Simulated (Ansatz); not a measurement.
CH$_{9}$BN$_{2}$Si: several calculations on one system

## 1. Relaxation

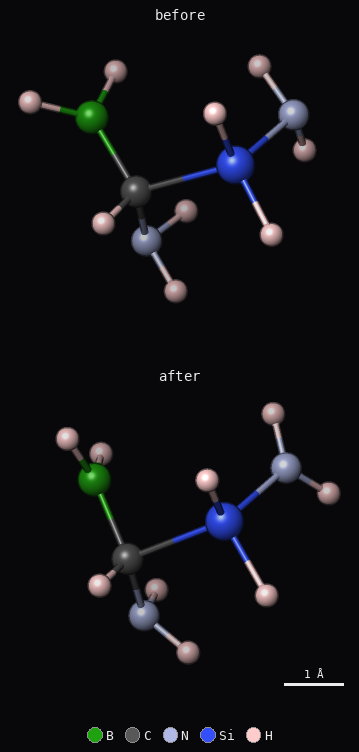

The structure of CH9BN2Si before (top) and after (bottom) a relaxation, at one scale.

A ball-and-stick model, seen face on.

The run prepares an end point of a later path (torsion) calculation, from a guessed geometry.

Theory: RKS B3LYP-D4/def2-SVP in Ansatz 0.2.0. (no spin polarisation; force threshold 0.015 eV/Å; at most 40 steps)

Summarise the run.

After 15 accepted moves (16 points after the start) the energy has fallen by 17.1 kcal/mol. Largest force component: 2.2 eV/Å at the start, 0.0087 eV/Å at the end. The line search rejected the trial step at point 15 of the run. The largest move after the best rigid fit is that of an H atom, 0.85 Å. By element the largest moves are H 0.85 Å, N 0.25 Å, Si 0.22 Å, C 0.20 Å, B 0.09 Å. Among the contacts that change: H–N 1.104 → 1.014 Å, H–Si 1.430 → 1.493 Å, H–N 1.059 → 1.019 Å, C–H 1.079 → 1.108 Å. Bond angles that change, for instance: Si–N–H 108.8° → 123.4°, Si–N–H 108.4° → 121.7°, B–C–Si 110.0° → 97.0°. Groups turn about C–N by about 25°.

## 2. Relaxation

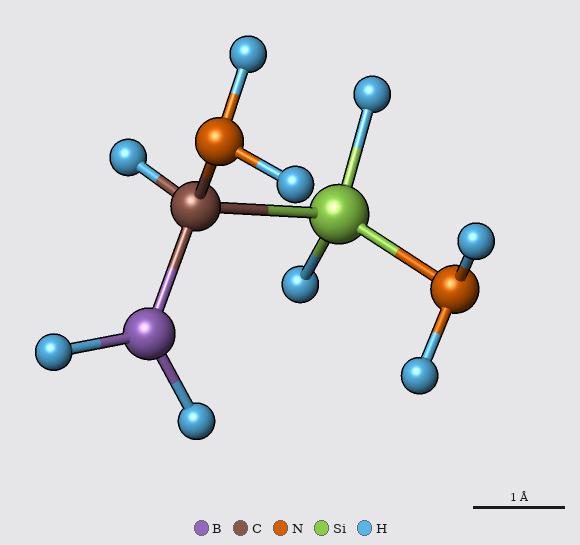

CH$_{9}$BN$_{2}$Si, before the relaxation. The picture is a ball-and-stick view, seen at a tilt.

The run prepares an end point of a later path (torsion) calculation, from a guessed geometry.

Computed with Ansatz 0.2.0, RKS B3LYP-D4/def2-SVP.

Input file:
```yaml
crystal:
  periodic: [false, false, false]
  atoms:
    - { symbol: B, position_ang: [-1.7195, 0.2609, 0.36] }
    - { symbol: C, position_ang: [-0.6416, -0.6986, -0.1578] }
    - { symbol: "N", position_ang: [0.65142, -0.41369, 0.48477] }
    - { symbol: Si, position_ang: [-1.19726, -2.54744, 0.13223] }
    - { symbol: "N", position_ang: [-1.35551, -2.85675, 1.85003] }
    - { symbol: H, position_ang: [-1.6448, 1.4871, 0.1959] }
    - { symbol: H, position_ang: [-2.7229, -0.113, 0.8565] }
    - { symbol: H, position_ang: [-0.53324, -0.56851, -1.2231] }
    - { symbol: H, position_ang: [0.54743, -0.69834, 1.5056] }
    - { symbol: H, position_ang: [1.33993, -1.09245, 0.05147] }
    - { symbol: H, position_ang: [-2.53588, -2.66734, -0.56109] }
    - { symbol: H, position_ang: [-0.24843, -3.41557, -0.49273] }
    - { symbol: H, position_ang: [-1.98967, -2.0705, 2.2955] }
    - { symbol: H, position_ang: [-0.45327, -2.73913, 2.27791] }
basis:
  gaussian: { orbitals: def2-SVP }
hamiltonian:
  xc: b3lyp
  dispersion: d4
relax:
  f_tol: 0.015
  max_steps: 40
```

Launched with:
```bash
ansatz run input.yaml --threads 2 --pin off --max-ram 3072MiB --backend cpu --events-out ev --progress --plain --runs-dir out
```

Q: Where does the relaxation end?

A: After 22 accepted moves (26 points after the start) the energy has fallen by 22.6 kcal/mol. Largest force component: 2.1 eV/Å at the start, 0.0057 eV/Å at the end. The line search rejected the trial steps at points 8, 15, 18, 25 of the run. The atom that moves furthest after the best rigid fit is H6 (1.47 Å). By element the largest moves are H 1.47 Å, N 0.38 Å, Si 0.22 Å, C 0.19 Å, B 0.08 Å. Near-neighbour distances that change, for instance: N5–H13 1.104 → 1.016 Å, Si4–H12 1.430 → 1.493 Å, N3–H10 1.059 → 1.019 Å, B1–H6 1.239 → 1.211 Å. Bond angles that change, for instance: B1–C2–Si4 110.0° → 95.9°, Si4–N5–H13 108.8° → 120.7°, B1–C2–N3 110.4° → 121.3°. Groups turn about C2–N3 by about 20°. Cost: 80 s on 2 threads of AMD EPYC 7B13 (Zen 3), with other jobs on the host, peak memory 0.3 GiB.

Final geometry:

```xyz
14

B    -1.7488    0.2018    0.3186
C    -0.5869   -0.5673   -0.2871
N     0.7701   -0.3699    0.1769
Si   -1.2315   -2.3530    0.2365
N    -1.2095   -2.5252    1.9622
H    -1.6609    0.6816    1.4273
H    -2.8130    0.2261   -0.2514
H    -0.6388   -0.6543   -1.3888
H     0.7936   -0.1425    1.1692
H     1.3662   -1.1842    0.0327
H    -2.5093   -2.7044   -0.4600
H    -0.1679   -3.2733   -0.2654
H    -1.8887   -2.0399    2.5409
H    -0.9779   -3.4288    2.3637
```

The end point in the same view:

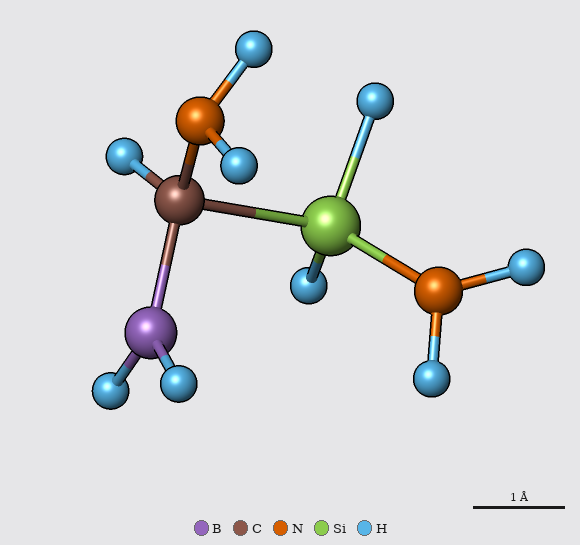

## 3. Path

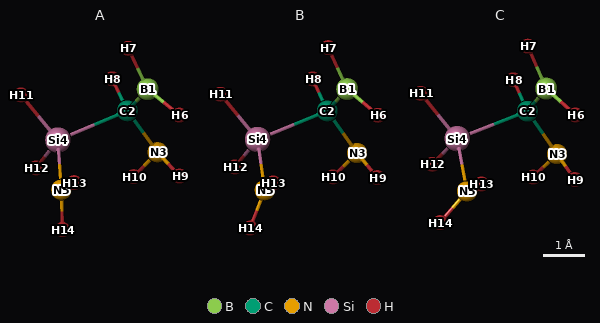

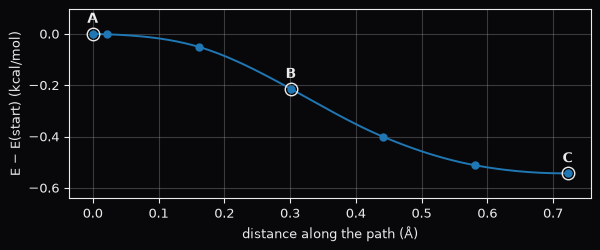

A nudged-elastic-band calculation for CH9BN2Si. Images are numbered from 0 (start) to 6 (end). Frames A to C are images 0, 3, 6. Style: ball-and-stick. Shown from a free direction.

The calculation used Ansatz 0.2.0, RKS B3LYP-D4/def2-SVP. Set-up: 5 movable images; climbing image; force threshold 0.03 eV/Å; iteration limit 60; starting path by image-dependent pair potential.

Read off the barrier and say what moves.

Answer. No barrier shows: the energy is highest at the start, and the end lies 0.54 kcal/mol below the start. The motion is a rotation about the B1–C2 bond. No bond forms or breaks between the ends. The band converged in 6 iterations. The largest component of the band force went from 0.52 to 0.016 eV/Å.

The run took 95 s on 2 threads of AMD EPYC 7B13 (Zen 3) (shared host), peak memory 0.31 GiB.
